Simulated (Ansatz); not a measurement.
# Calculations on CH$_{3}$ClOSi$_{2}$

Part 1: Relaxation

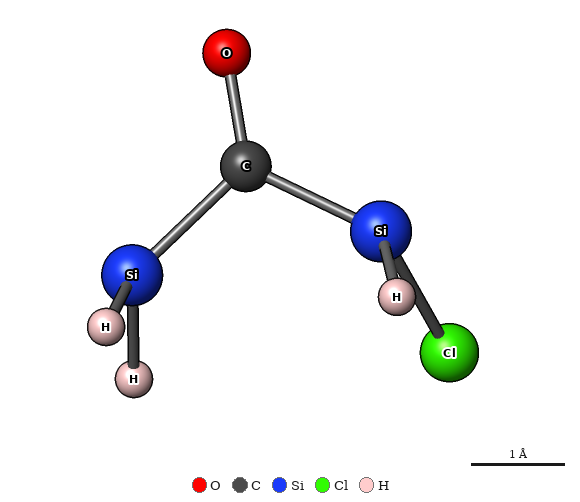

Starting structure of CH3ClOSi2. Style: ball-and-stick. Shown face on.

The run prepares an end point of a later path (inversion) calculation, from a guessed geometry.

Theory: Ansatz, RKS r2SCAN-D4/def2-SVP.

The input:
```yaml
crystal:
  periodic: [false, false, false]
  atoms:
    - { symbol: O, position_ang: [0.9029, -2.0965, 0.46] }
    - { symbol: C, position_ang: [0.3718, -0.9524, 0.2347] }
    - { symbol: Si, position_ang: [1.0767, 0.537, 0.6961] }
    - { symbol: Si, position_ang: [-1.0558, -0.6652, -0.5578] }
    - { symbol: Cl, position_ang: [-0.947, 0.1972, -2.4345] }
    - { symbol: H, position_ang: [0.3666, 1.319, 1.7506] }
    - { symbol: H, position_ang: [1.5017, 1.4804, -0.382] }
    - { symbol: H, position_ang: [-2.1247, 0.1234, 0.1772] }
basis:
  gaussian: { orbitals: def2-SVP }
hamiltonian:
  xc: r2scan
  dispersion: d4
relax:
  f_tol: 0.015
  max_steps: 40
```

Command:
```bash
ansatz run input.yaml --threads 2 --pin off --max-ram 3072MiB --backend cpu --events-out ev --progress --plain --runs-dir out
```

Q: Predict the outcome.

A: Over 26 accepted moves (27 points after the start) the energy falls by 205.5 kJ/mol. The largest force component goes from 8.2 to 0.0049 eV/Å. The line search rejected the trial step at point 12 of the run. Cl5 moves most after the best rigid fit: 1.19 Å. Largest moves by element: Cl 1.19 Å, O 0.99 Å, H 0.99 Å, Si 0.48 Å, C 0.26 Å. Some distances before and after: C2–Si4 1.658 → 1.978 Å, C2–Si3 1.711 → 1.891 Å, O1–C2 1.281 → 1.199 Å, Si4–H8 1.518 → 1.500 Å. Bond angles that change, for instance: C2–Si4–Cl5 117.4° → 106.1°, C2–Si3–H7 118.2° → 107.9°, O1–C2–Si3 124.0° → 133.4°. Groups turn about C2–Si4 by about 70°, C2–Si3 by about 60°. Cost: 48 s on 2 threads of Intel(R) Xeon(R) 6975P-C (Granite Rapids) (shared host), peak memory 0.17 GiB.

The structure at the end:

```xyz
8

O     1.1901   -1.8086   -0.4480
C     0.5786   -0.9243    0.0823
Si    1.0853    0.5326    1.1758
Si   -1.3294   -0.5740   -0.3065
Cl   -1.5566   -0.8262   -2.3535
H    -0.1273    1.3776    1.4003
H     2.0832    1.3555    0.4152
H    -1.8317    0.8104   -0.0213
```

The end point in the same view:

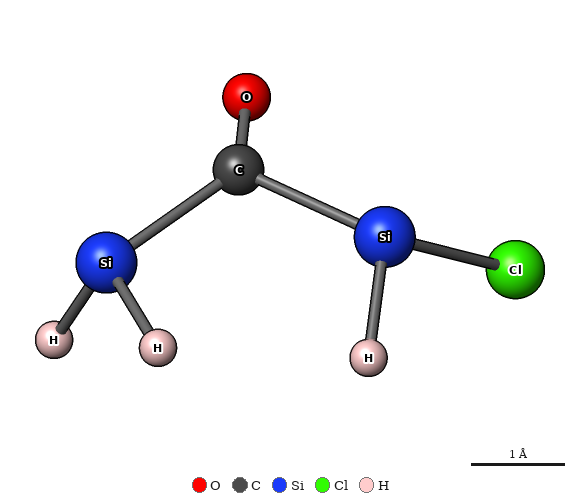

Part 2: Relaxation

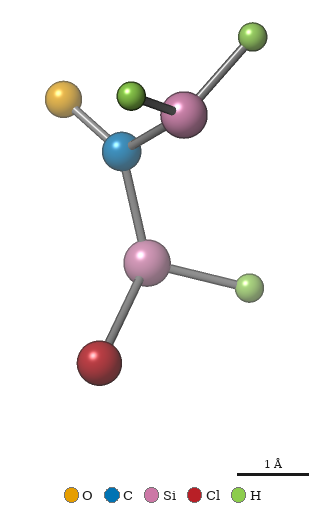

CH3ClOSi2, before the relaxation. A ball-and-stick model, seen from a free direction.

The run prepares an end point of a later path (inversion) calculation, from a guessed geometry.

Level of theory: Ansatz 0.2.0, RKS r2SCAN-D4/def2-SVP.

The input:
```yaml
crystal:
  periodic: [false, false, false]
  atoms:
    - { symbol: O, position_ang: [0.9029, -2.0965, 0.46] }
    - { symbol: C, position_ang: [0.3718, -0.9524, 0.2347] }
    - { symbol: Si, position_ang: [1.0767, 0.537, 0.6961] }
    - { symbol: Si, position_ang: [-1.0558, -0.6652, -0.5578] }
    - { symbol: Cl, position_ang: [-0.947, 0.1972, -2.4345] }
    - { symbol: H, position_ang: [1.249, 0.77471, 2.1595] }
    - { symbol: H, position_ang: [2.32479, 0.97269, -0.00058] }
    - { symbol: H, position_ang: [-2.1247, 0.1234, 0.1772] }
basis:
  gaussian: { orbitals: def2-SVP }
hamiltonian:
  xc: r2scan
  dispersion: d4
relax:
  f_tol: 0.015
  max_steps: 40
```

Launched with:
```bash
ansatz run input.yaml --threads 2 --pin off --max-ram 3072MiB --backend cpu --events-out ev --progress --plain --runs-dir out
```

### Predict the outcome.

The largest move after the best rigid fit is that of H6, 0.93 Å. Largest moves by element: H 0.93 Å, Si 0.74 Å, Cl 0.51 Å, C 0.45 Å, O 0.41 Å. Some distances before and after: Si3–Si4 2.750 → 2.272 Å, C2–Si3 1.711 → 2.139 Å, C2–Si4 1.658 → 1.900 Å, O1–C2 1.281 → 1.178 Å. Bond angles that change, for instance: Si3–C2–Si4 109.4° → 68.2°, C2–Si3–H6 116.8° → 146.3°, O1–C2–Si4 126.6° → 154.8°. Over 22 geometry steps the energy falls by 78.2 kcal/mol. Largest force component: 7.3 eV/Å at the start, 0.012 eV/Å at the end. The run took 38 s on 2 threads of Intel(R) Xeon(R) 6975P-C (Granite Rapids) (shared host), peak memory 0.18 GiB.

Final geometry:

```xyz
8

O     0.9332   -2.4554    0.2638
C     0.4173   -1.3987    0.1956
Si    0.9872    0.5626    0.8320
Si   -0.6434   -0.0526   -0.6255
Cl   -1.4177    0.3729   -2.5169
H     0.9023    1.5981    1.9163
H     2.3890    0.4770    0.3228
H    -1.7702   -0.2131    0.3465
```

The end point in the same view:

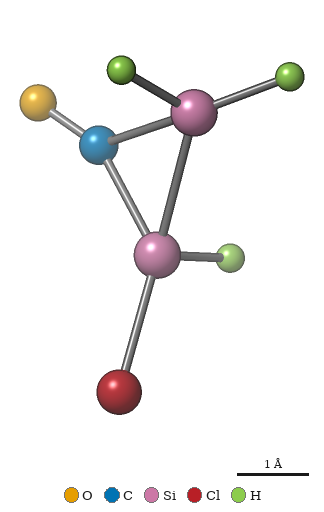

Part 3: Path

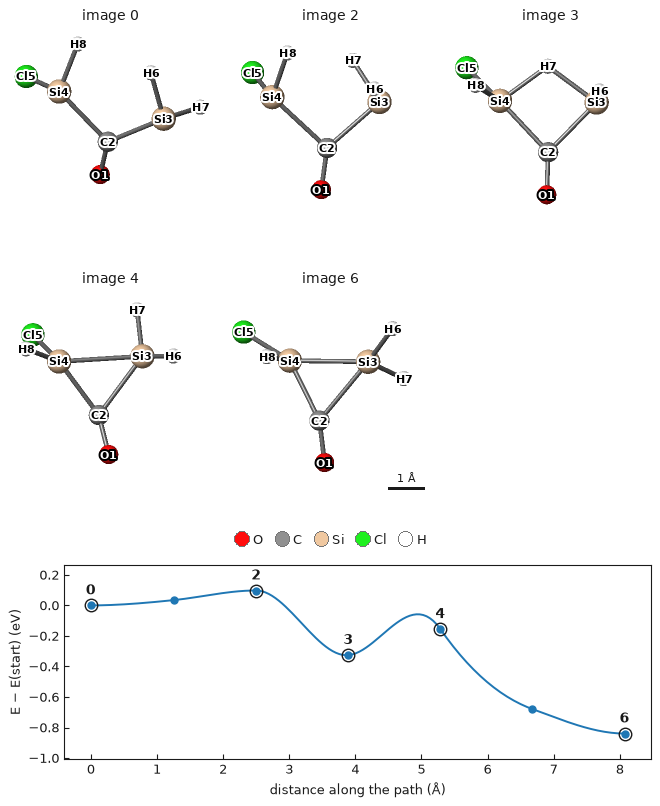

NEB run on CH3ClOSi2. Images are numbered from 0 (start) to 6 (end). A ball-and-stick model, seen at a tilt.

Theory: Ansatz, RKS r2SCAN-D4/def2-SVP. Settings: 5 movable images; climbing image; force threshold 0.05 eV/Å; iteration limit 60; starting path through a guess of the saddle point.

Describe the mechanism and the energy profile.

The highest point, image 2, lies 0.10 eV above the start and 0.94 eV above the end; the end is at −0.84 eV relative to the start. The profile has 2 maxima (images 2, 4) with a dip at image 3 (−0.33 eV), so the process runs in steps. The path has more than one stage, and so few images may leave a stage unresolved. No bond forms or breaks between the ends. Bond angles that change up to the highest image, for instance: C2–Si3–H6 107.8° → 94.8°, C2–Si3–H7 107.9° → 97.7°. The band converged in 27 iterations. The largest component of the band force went from 7.2 to 0.034 eV/Å. The climbing image converged on the top of the path. Its vibrational analysis gives one imaginary mode (192i cm⁻¹), as a transition state must have.
